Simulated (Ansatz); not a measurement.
**BrHN2Si (SMILES [NH-][N+]#[Si]Br): density, localisation and related maps**

The calculation's input:

```
crystal:
  periodic: [false, false, false]
  atoms:
    - {symbol: Br, position_ang: [0.922286, -0.597688, 3.038061]}
    - {symbol: N, position_ang: [-0.025453, -3.039633, 0.032563]}
    - {symbol: N, position_ang: [0.795763, -2.369143, 0.625803]}
    - {symbol: Si, position_ang: [2.145476, -1.776890, 1.487923]}
    - {symbol: H, position_ang: [-0.388460, -2.519199, -0.803190]}
basis:
  gaussian:
    orbitals: def2-TZVPD
hamiltonian:
  xc: {name: PBE0}
output: {forces: true, orbitals: {seedname: orbitals}}
```

Run with:

```sh
ansatz run input.yaml --threads 1 --pin off --max-ram 2610MiB --events-out events.jsonl --progress --plain --runs-dir runs
```

Geometry: B3LYP-D3(BJ)/def2-SVP.

The calculation used isolated molecule in a Gaussian basis; Kohn-Sham density functional theory, functional PBE0 (Ansatz 0.2.0).

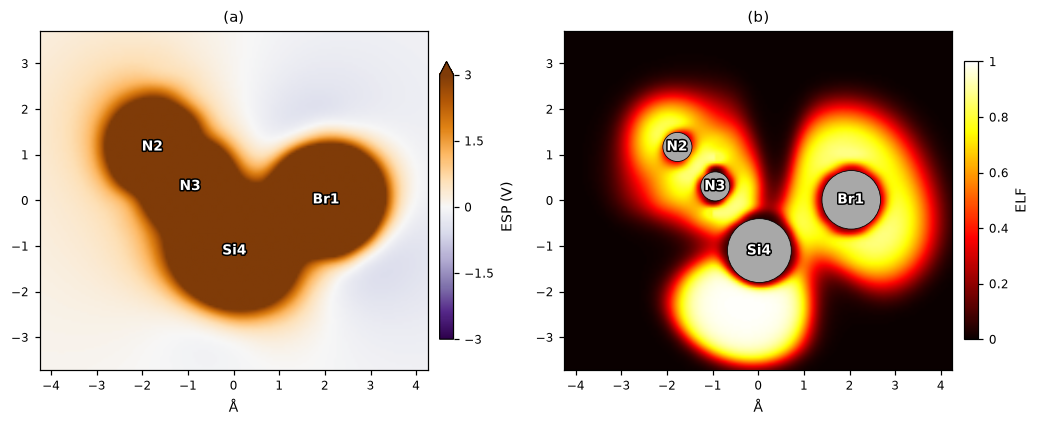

Figure 1. (a) molecular electrostatic potential; (b) ELF on the plane of atoms Br1, Si4 and N3. Grey discs cover the atomic cores in the ELF map.

**Interpret the plot.**

- The section cuts through Br, N and Si sites.
- N–N (1.21 Å): the ELF peaks at about 0.90 between the atoms; a multiple bond.
- Si–N (1.71 Å): the ELF peaks at about 0.85 between the atoms, as expected for a shared but strongly polarised pair.
- Si–Br (2.30 Å): the ELF peaks at about 0.80 between the atoms, as expected for a shared but strongly polarised pair.
- The ELF also peaks beside Si4 and Br1, away from the bonds: lone-pair regions.
- Outside the dense part of the molecule the potential is most negative (−0.5 V) near Br1.

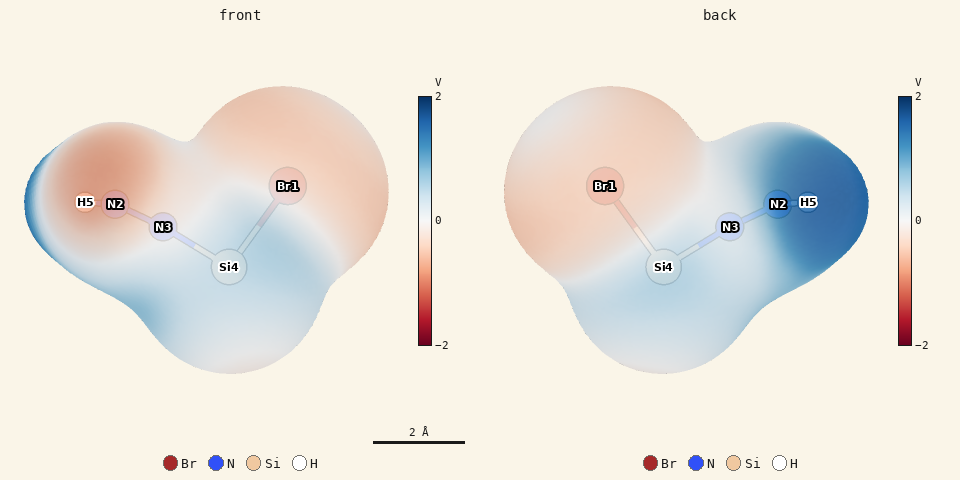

Figure 2. The electrostatic potential painted on the density surface at 0.001 e/bohr³, seen from the front and from behind; the colour scale runs from red (negative) to blue (positive).

**Describe the electrostatic potential map.**

The most negative region (about −0.8 V) lies over N2, the most positive (about +1.6 V) over H5.

**What dipole moment does the calculation give?**

Its dipole moment is 2.20 D.

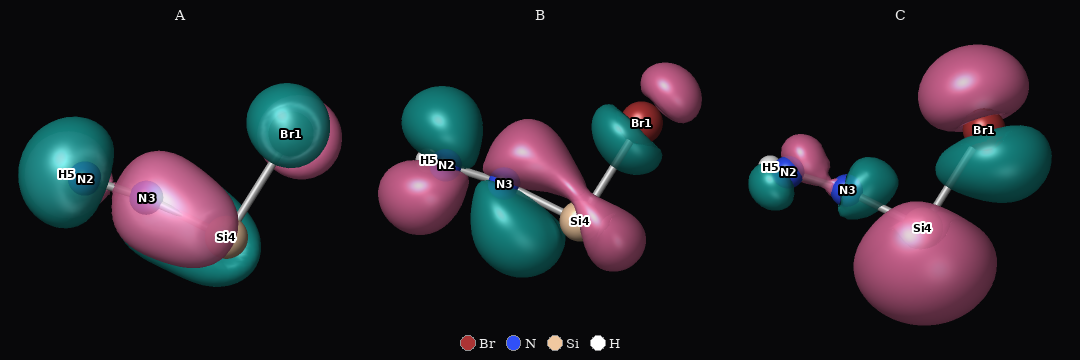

Figure 3. Three frontier orbitals at ±0.1 Å⁻³ᐟ² (teal and pink are the two phases), in no order.

**Which picture is the HOMO−1, the HOMO and the LUMO?**

C is the HOMO−1 (−7.66 eV). It lies mainly on Si4 (about 55 %) and Br1 (about 35 %). A is the HOMO (−6.98 eV). It lies mainly on N3 (about 35 %), N2 (about 30 %), Si4 (about 20 %), Br1 (about 10 %) and H5 (about 10 %). B is the LUMO (−2.84 eV). Its weight (Hirshfeld) is mainly on N2 (about 40 %), N3 (about 30 %), Si4 (about 15 %) and Br1 (about 10 %); π-antibonding (π*) across N2–N3.

**What is the HOMO–LUMO gap?**

4.14 eV between the orbital energies.
